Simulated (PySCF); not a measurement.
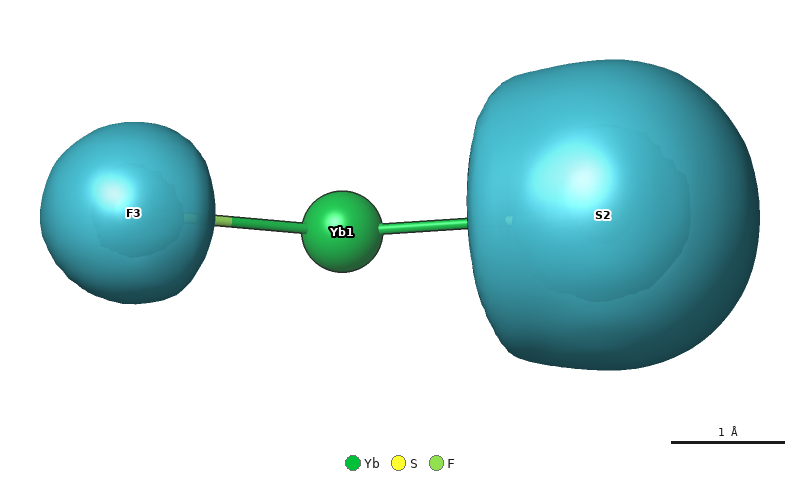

*FSYb (charge −1). Isosurface of the electron localisation function at 0.75 (cyan), seen from one side. Only the valence region is drawn (cores and ρ < 0.01 e/Å³ removed).*

The highest occupied orbital lies above zero, a sign that basis and functional describe the outermost electron poorly.

Method: RKS PBE0, Yb def2-SVP with ECP28, S def2-SVP, F def2-SVP; non-relativistic Hamiltonian with scalar-relativistic core potentials where named; density fitting in PySCF 2.14.0.

**Describe the localisation domains.**

At this value the surface marks out one region wrapped around F (its valence shell) and one region wrapped around S (its valence shell). Along the contacts the grid gives the following. Yb–F (2.07 Å): the ELF is about 0.15 at the midpoint. Yb–S (2.47 Å): the ELF peaks at about 0.80 in the valence shell of S, 0.9 Å from its nucleus, and is about 0.25 at the midpoint.
